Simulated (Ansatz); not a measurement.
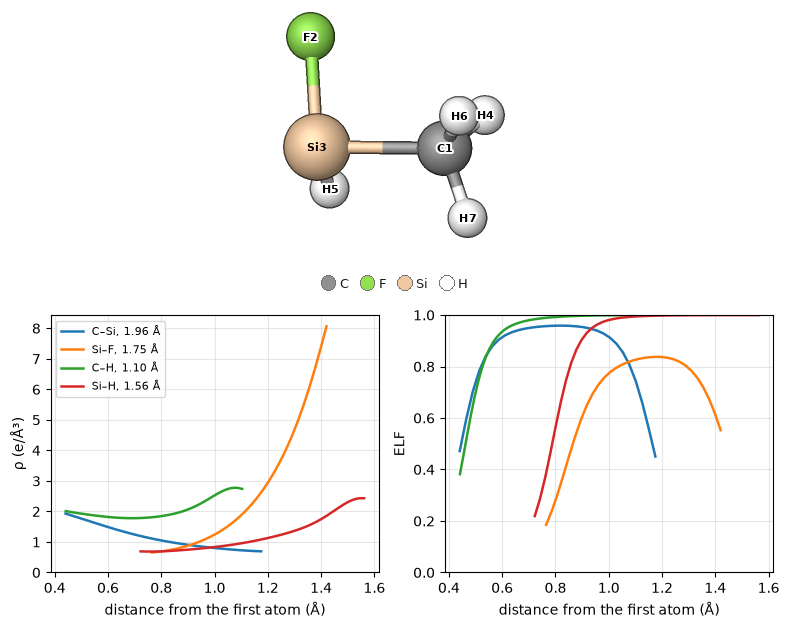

*CH$_{4}$FSi (SMILES C[SiH-]F) (charge −1). Electron density and electron localisation function along straight lines between neighbouring atoms. The curves leave out the atomic cores. The structure is drawn too.*

Geometry: PBE0-D3(BJ)/def2-SVPD; the highest occupied orbital lies above zero, a sign that basis and functional describe the outermost electron poorly.

These are results of isolated molecule in a Gaussian basis; Kohn-Sham density functional theory, functional PBE0 in Ansatz, not measurements.

```yaml
atoms:
  - { symbol: C, position_ang: [0.8913, -0.2028, -0.3748] }
  - { symbol: F, position_ang: [-1.1587, -1.4601, 1.0305] }
  - { symbol: Si, position_ang: [-0.2322, 0.0105, 1.2148] }
  - { symbol: H, position_ang: [1.2701, -1.2342, -0.4932] }
  - { symbol: H, position_ang: [0.8384, -0.5884, 2.1812] }
  - { symbol: H, position_ang: [0.3518, 0.0709, -1.2977] }
  - { symbol: H, position_ang: [1.7643, 0.4716, -0.2955] }
```

Question: What can be read from the curves?

Answer: C–Si (1.96 Å): the density is about 0.82 e/Å³ at the midpoint; the ELF peaks at about 0.95 between the atoms, as expected for localised, covalent bonding.
Si–F (1.75 Å): ρ at the midpoint is about 0.81 e/Å³; the ELF peaks at about 0.85 in the valence shell of F, 0.6 Å from its nucleus, and is about 0.55 at the midpoint.
C–H (1.10 Å): the density is about 1.9 e/Å³ at the midpoint; the ELF climbs to about 1 towards the hydrogen, as it does in any bond to H (a covalent bond by its length).
Si–H (1.56 Å): the density is about 0.69 e/Å³ at the midpoint; the ELF climbs to about 1 towards the hydrogen.
